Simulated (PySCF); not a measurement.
**Run report: BClF2, geometry relaxation (part 1 of 2)**

System: BClF2, SMILES FB(F)Cl.
Method: HF/ANO-RCC-MB, RHF, sfX2C (PySCF 2.14.0).

The atoms were displaced at random from an optimised geometry. Figures and captions count atoms from 1; the log counts them from 0 in places.

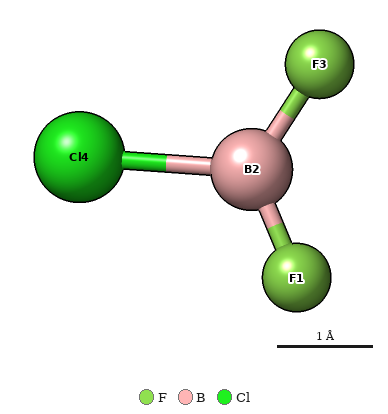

*The structure as given in the input (ball-and-stick view, seen at a tilt; atoms are numbered from 1 in the order of the input).*

Bond lengths as drawn: B–Cl 1.85 Å and B–F 1.25 to 1.33 Å.

## Input (calc.py)
```python
# FB(F)Cl
from pyscf import gto
from pyscf.geomopt.geometric_solver import kernel as optimise

mol = gto.M(
    atom='input.xyz',
    charge=0,
    basis='ano-rcc-mb',
    spin=0,
    max_memory=1860,
    verbose=3,
)

mf = mol.RHF()
mf = mf.sfx2c1e()
mf = mf.density_fit()
converged, mol_eq = optimise(mf, maxsteps=50, convergence_set='GAU_TIGHT')
print('converged:', converged)
print(mol_eq.tostring())

mf.reset(mol_eq)
mol = mol_eq
mf.kernel()
e_tot = mf.e_tot
print('Final energy', e_tot)
```

## File input.xyz
```
4
BClF2
F     -0.272966    -1.188146    -0.509480
B     -0.152809    -0.050424    -0.015971
F     -1.034510     0.918424    -0.222937
Cl     1.396153     0.318795     0.926347
```

Hardware: 1 thread of Arm Neoverse V2, 24 GiB of memory available, shared host.

Launched with:
```bash
OMP_NUM_THREADS=1 python calc.py
```

## The program's output
```
#|     Arguments passed to driver run_optimizer():      |#
convergence_set           GAU_TIGHT
customengine              <pyscf.geomopt.geometric_solver.PySCFEngine object>
maxiter                   50
----------------------------------------------------------
Custom engine selected.
Bonds will be generated from interatomic distances less than 1.20 times sum of covalent radii
12 internal coordinates being used (instead of 12 Cartesians)
Internal coordinate system (atoms numbered from 1):
Distance 1-2
Distance 2-3
Distance 2-4
Angle 1-2-4
Angle 3-2-4
Out-of-Plane 2-1-3-4
Translation-X 1-4
Translation-Y 1-4
Translation-Z 1-4
Rotation-A 1-4
Rotation-B 1-4
Rotation-C 1-4
<class 'geometric.internal.Distance'> : 3
<class 'geometric.internal.Angle'> : 2
<class 'geometric.internal.OutOfPlane'> : 1
<class 'geometric.internal.TranslationX'> : 1
<class 'geometric.internal.TranslationY'> : 1
<class 'geometric.internal.TranslationZ'> : 1
<class 'geometric.internal.RotationA'> : 1
<class 'geometric.internal.RotationB'> : 1
<class 'geometric.internal.RotationC'> : 1
> ===== Optimization Info: ====
> Job type: Energy minimization
> Maximum number of optimization cycles: 50
> Initial / maximum trust radius (Angstrom): 0.100 / 0.300
> Convergence Criteria:
> Will converge when all 5 criteria are reached:
>  |Delta-E| < 1.00e-06
>  RMS-Grad  < 1.00e-05
>  Max-Grad  < 1.50e-05
>  RMS-Disp  < 4.00e-05
>  Max-Disp  < 6.00e-05
> === End Optimization Info ===

Geometry optimization cycle 1
Cartesian coordinates (Angstrom)
 Atom        New coordinates             dX        dY        dZ
   F  -0.272966  -1.188146  -0.509480    0.000000  0.000000  0.000000
   B  -0.152809  -0.050424  -0.015971    0.000000  0.000000  0.000000
   F  -1.034510   0.918424  -0.222937    0.000000 -0.000000  0.000000
  Cl   1.396153   0.318795   0.926347    0.000000  0.000000  0.000000

WARN: Mole.unit (angstrom) is changed to Bohr

WARN: Even tempered Gaussians are generated as DF auxbasis for  Cl B F

converged SCF energy = -684.636619901646
--------------- DFsfX2C1eRHF_Scanner gradients ---------------
         x                y                z
0 F     0.0284618637     0.1896977090     0.0829519637
1 B    -0.0677996565    -0.1126799923    -0.0763810349
2 F     0.0668248377    -0.0675962523     0.0138368717
3 Cl    -0.0274870449    -0.0094214644    -0.0204078004
----------------------------------------------
cycle 1: E = -684.636619902  dE = -684.637  norm(grad) = 0.278013
Step    0 : Gradient = 1.390e-01/2.090e-01 (rms/max) Energy = -684.6366199016
Hessian Eigenvalues: 4.50000e-02 5.00000e-02 5.00000e-02 ... 2.50000e-01 6.04039e-01 8.47500e-01

Geometry optimization cycle 2
Cartesian coordinates (Angstrom)
 Atom        New coordinates             dX        dY        dZ
   F  -0.340471  -1.280926  -0.546160   -0.067505 -0.092780 -0.036680
   B  -0.093379  -0.021778  -0.057790    0.059430  0.028646 -0.041819
   F  -1.100845   0.947422  -0.219300   -0.066335  0.028998  0.003637
  Cl   1.470563   0.353932   1.001210    0.074410  0.035137  0.074863

WARN: Even tempered Gaussians are generated as DF auxbasis for  Cl B F

converged SCF energy = -684.67369438509
--------------- DFsfX2C1eRHF_Scanner gradients ---------------
         x                y                z
0 F     0.0028491578     0.0362887651     0.0163170076
1 B    -0.0139881391    -0.0253737389    -0.0261423850
2 F     0.0059035860    -0.0117205613     0.0031637556
3 Cl     0.0052353953     0.0008055351     0.0066616218
----------------------------------------------
cycle 2: E = -684.673694385  dE = -0.0370745  norm(grad) = 0.0580416
Step    1 : Displace = 9.778e-02/1.205e-01 (rms/max) Trust = 1.000e-01 (=) Grad = 2.902e-02/3.989e-02 (rms/max) E (change) = -684.6736943851 (-3.707e-02) Quality = 0.985
Hessian Eigenvalues: 4.82847e-02 5.00000e-02 5.00000e-02 ... 2.61255e-01 5.72202e-01 7.19187e-01

Geometry optimization cycle 3
Cartesian coordinates (Angstrom)
 Atom        New coordinates             dX        dY        dZ
   F  -0.299081  -1.286050  -0.615568    0.041389 -0.005124 -0.069407
   B  -0.181686  -0.073469   0.111523   -0.088307 -0.051691  0.169313
   F  -1.063236   0.986849  -0.271540    0.037609  0.039427 -0.052240
  Cl   1.479872   0.371319   0.953543    0.009308  0.017387 -0.047666

WARN: Even tempered Gaussians are generated as DF auxbasis for  Cl B F

converged SCF energy = -684.66957654072
--------------- DFsfX2C1eRHF_Scanner gradients ---------------
         x                y                z
0 F     0.0056228454     0.0083852325    -0.0083007198
1 B    -0.0157659836    -0.0173352463     0.0267018171
2 F     0.0042492576     0.0053390087    -0.0113431972
3 Cl     0.0058938806     0.0036110051    -0.0070579002
----------------------------------------------
cycle 3: E = -684.669576541  dE = 0.00411784  norm(grad) = 0.0413003
Step    2 : Displace = 1.162e-01/1.982e-01 (rms/max) Trust = 1.414e-01 (+) Grad = 2.065e-02/3.553e-02 (rms/max) E (change) = -684.6695765407 (+4.118e-03) Quality = -0.814
Hessian Eigenvalues: 5.00000e-02 5.00000e-02 5.00000e-02 ... 2.57270e-01 5.35549e-01 6.69283e-01

Geometry optimization cycle 4
Cartesian coordinates (Angstrom)
 Atom        New coordinates             dX        dY        dZ
   F  -0.279076  -1.329618  -0.584392    0.020005 -0.043567  0.031175
   B  -0.168131  -0.055450   0.035196    0.013555  0.018018 -0.076327
   F  -1.069481   1.021286  -0.230187   -0.006244  0.034437  0.041352
  Cl   1.452555   0.362431   0.957343   -0.027316 -0.008888  0.003799

WARN: Even tempered Gaussians are generated as DF auxbasis for  Cl B F

converged SCF energy = -684.673646516904
--------------- DFsfX2C1eRHF_Scanner gradients ---------------
         x                y                z
0 F     0.0093242624    -0.0009737572    -0.0024428627
1 B    -0.0154614934    -0.0117562360     0.0084146806
2 F     0.0039641700     0.0108815359    -0.0018167961
3 Cl     0.0021730610     0.0018484573    -0.0041550218
----------------------------------------------
cycle 4: E = -684.673646517  dE = -0.00406998  norm(grad) = 0.0265473
Step    3 : Displace = 5.783e-02/7.960e-02 (rms/max) Trust = 5.810e-02 (-) Grad = 1.327e-02/2.117e-02 (rms/max) E (change) = -684.6736465169 (-4.070e-03) Quality = 0.695
Hessian Eigenvalues: 5.00000e-02 5.00000e-02 5.00000e-02 ... 5.16671e-01 6.33553e-01 7.01421e-01

Geometry optimization cycle 5
Cartesian coordinates (Angstrom)
 Atom        New coordinates             dX        dY        dZ
   F  -0.329105  -1.301032  -0.575658   -0.050029  0.028585  0.008734
   B  -0.115054  -0.030561   0.002171    0.053077  0.024890 -0.033025
   F  -1.093498   0.968766  -0.235472   -0.024017 -0.052520 -0.005285
  Cl   1.473525   0.361476   0.986918    0.020970 -0.000955  0.029575

WARN: Even tempered Gaussians are generated as DF auxbasis for  Cl B F

converged SCF energy = -684.676142416476
--------------- DFsfX2C1eRHF_Scanner gradients ---------------
         x                y                z
0 F     0.0000456053     0.0074650177     0.0008256433
1 B    -0.0045169496    -0.0059366215     0.0004353793
2 F     0.0016115805    -0.0026098643    -0.0017867381
3 Cl     0.0028597638     0.0010814680     0.0005257156
----------------------------------------------
cycle 5: E = -684.676142416  dE = -0.0024959  norm(grad) = 0.0115962
Step    4 : Displace = 5.611e-02/6.736e-02 (rms/max) Trust = 5.810e-02 (=) Grad = 5.798e-03/7.511e-03 (rms/max) E (change) = -684.6761424165 (-2.496e-03) Quality = 0.773
Hessian Eigenvalues: 5.00000e-02 5.00000e-02 5.00000e-02 ... 5.36417e-01 6.54572e-01 7.43306e-01

Geometry optimization cycle 6
Cartesian coordinates (Angstrom)
 Atom        New coordinates             dX        dY        dZ
   F  -0.326915  -1.308789  -0.571535    0.002190 -0.007756  0.004123
   B  -0.108817  -0.025404  -0.007108    0.006237  0.005156 -0.009280
   F  -1.095169   0.973524  -0.229471   -0.001671  0.004758  0.006001
  Cl   1.466769   0.359318   0.986074   -0.006756 -0.002158 -0.000844

WARN: Even tempered Gaussians are generated as DF auxbasis for  Cl B F

converged SCF energy = -684.676342440633
--------------- DFsfX2C1eRHF_Scanner gradients ---------------
         x                y                z
0 F    -0.0003730252     0.0022341927    -0.0001125120
1 B     0.0004834954    -0.0017090292     0.0015260798
2 F     0.0000166906    -0.0006874252    -0.0008913412
3 Cl    -0.0001271608     0.0001622618    -0.0005222266
----------------------------------------------
cycle 6: E = -684.676342441  dE = -0.000200024  norm(grad) = 0.0034942
Step    5 : Displace = 9.297e-03/1.233e-02 (rms/max) Trust = 8.217e-02 (+) Grad = 1.747e-03/2.342e-03 (rms/max) E (change) = -684.6763424406 (-2.000e-04) Quality = 1.267
Hessian Eigenvalues: 5.00000e-02 5.00000e-02 5.00000e-02 ... 4.50393e-01 5.89716e-01 6.88965e-01

Geometry optimization cycle 7
Cartesian coordinates (Angstrom)
 Atom        New coordinates             dX        dY        dZ
   F  -0.324302  -1.313531  -0.569389    0.002613 -0.004742  0.002146
   B  -0.108713  -0.023454  -0.012350    0.000104  0.001950 -0.005242
   F  -1.095864   0.977344  -0.226344   -0.000695  0.003820  0.003127
  Cl   1.464747   0.358290   0.986042   -0.002022 -0.001028 -0.000031

WARN: Even tempered Gaussians are generated as DF auxbasis for  Cl B F

converged SCF energy = -684.67637315719
--------------- DFsfX2C1eRHF_Scanner gradients ---------------
         x                y                z
0 F    -0.0001182525    -0.0001156351    -0.0002940352
1 B     0.0006271385    -0.0001350891     0.0008249653
2 F    -0.0002601074     0.0002430521    -0.0002523455
3 Cl    -0.0002487786     0.0000076721    -0.0002785846
----------------------------------------------
cycle 7: E = -684.676373157  dE = -3.07166e-05  norm(grad) = 0.00123931
Step    6 : Displace = 4.877e-03/5.704e-03 (rms/max) Trust = 1.162e-01 (+) Grad = 6.197e-04/1.045e-03 (rms/max) E (change) = -684.6763731572 (-3.072e-05) Quality = 1.136
Hessian Eigenvalues: 5.00000e-02 5.00000e-02 5.00000e-02 ... 4.70890e-01 5.65471e-01 6.80857e-01

Geometry optimization cycle 8
Cartesian coordinates (Angstrom)
 Atom        New coordinates             dX        dY        dZ
   F  -0.324254  -1.313886  -0.568563    0.000048 -0.000355  0.000826
   B  -0.108398  -0.022719  -0.014300    0.000315  0.000735 -0.001950
   F  -1.096262   0.977292  -0.225693   -0.000398 -0.000052  0.000651
  Cl   1.464782   0.357962   0.986515    0.000034 -0.000328  0.000472

WARN: Even tempered Gaussians are generated as DF auxbasis for  Cl B F

converged SCF energy = -684.676375181951
--------------- DFsfX2C1eRHF_Scanner gradients ---------------
         x                y                z
0 F    -0.0000967879    -0.0001657117    -0.0001078563
1 B     0.0002540065     0.0001146059     0.0001747709
2 F    -0.0001165231     0.0000481451    -0.0000468284
3 Cl    -0.0000406954     0.0000029608    -0.0000200862
```
